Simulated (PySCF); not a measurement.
Consider C₂H₁₂N₂OSi₃ (SMILES CN(C=O)[SiH2]N([SiH3])[SiH3]).

The calculation's input:

```
{"job": {"kind": "nmr", "xc": "PBE0", "basis": "pcSseg-1"}, "charge": 0, "multiplicity": 1}
C     -1.628212     0.315557    -1.197264
N     -1.522249    -0.454991     0.012982
C     -2.549690    -1.110751     0.542908
O     -2.415882    -1.726955     1.580875
Si    -0.113161    -0.689318     1.055083
N      1.175176     0.174370     0.255741
Si     1.445042     1.838400     0.698548
Si     2.209460    -0.708322    -0.835131
H     -0.624954     0.500564    -1.574355
H     -2.113966     1.276295    -1.006281
H     -2.206008    -0.226219    -1.948632
H     -3.504234    -1.065854    -0.006655
H     -0.375188    -0.053080     2.337495
H      0.224441    -2.104279     1.069408
H      0.162673     2.548225     0.687673
H      2.341233     2.410456    -0.303700
H      2.047138     1.894500     2.033038
H      1.377919    -1.561921    -1.689050
H      3.150503    -1.521442    -0.061090
H      2.914812     0.275443    -1.654631
```

Command:

```sh
OMP_NUM_THREADS=1 python probes_run.py task.json out
```

Geometry: GFN2-xTB.

Method: PBE0/pcSseg-1, SCF density, gas phase, non-relativistic in PySCF.

> Predict the electron density and electron localisation function between the atoms.

C–O (1.21 Å): ρ is about 3.3 e/Å³ halfway; the ELF peaks at about 0.85 between the atoms; a multiple bond.
C–N (1.33 Å): ρ at the midpoint is about 2.5 e/Å³; the ELF peaks at about 0.90 between the atoms: localised, covalent bonding.
Si–N (1.77 Å): the density is about 1 e/Å³ at the midpoint; the ELF peaks at about 0.95 between the atoms: a shared but strongly polarised pair.
C–H (1.10 Å): ρ at the midpoint is about 2 e/Å³; the ELF climbs to about 1 towards the hydrogen, as it does in any bond to H: a covalent bond by its length.

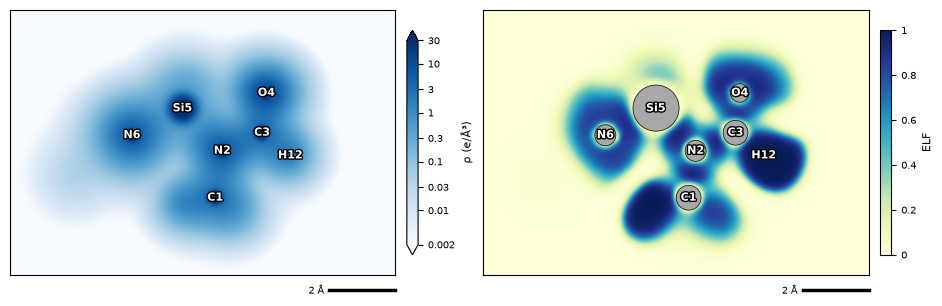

Computed electron density and electron localisation function on the plane of atoms C3, N2 and Si5, in this order. Grey discs cover the atomic cores in the ELF map. 
